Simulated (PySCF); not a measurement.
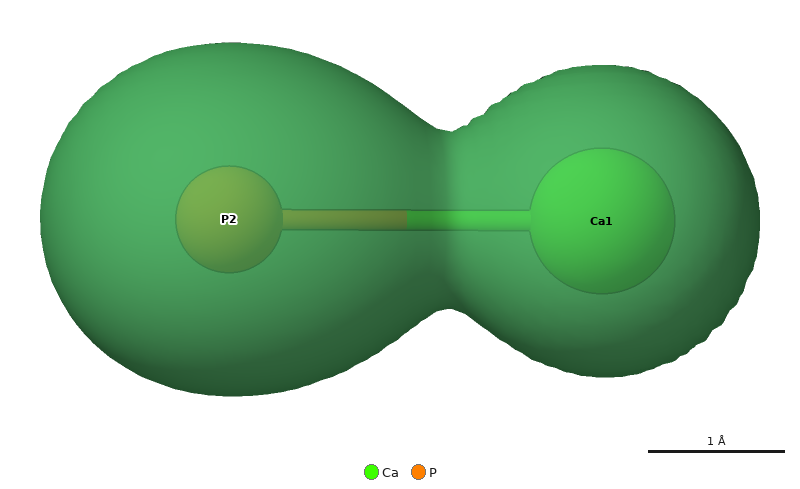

*CaP (quartet). Isosurface of the total electron density at 0.15 e/Å³ (green), seen from one side.*

All numbers below come from PBE0/def2-TZVPP, non-relativistic Hamiltonian with scalar-relativistic core potentials where named, at a bond length of 2.765 Å (PySCF 2.14.0).

How is the density connected at this value?

At this value the surface is in one piece. It bridges the sampled Ca–P (2.76 Å) contact, where the density stays above the isovalue. On the grid the lowest density along these lines, outside the cores, is 0.28 e/Å³ (Ca–P, 2.76 Å).
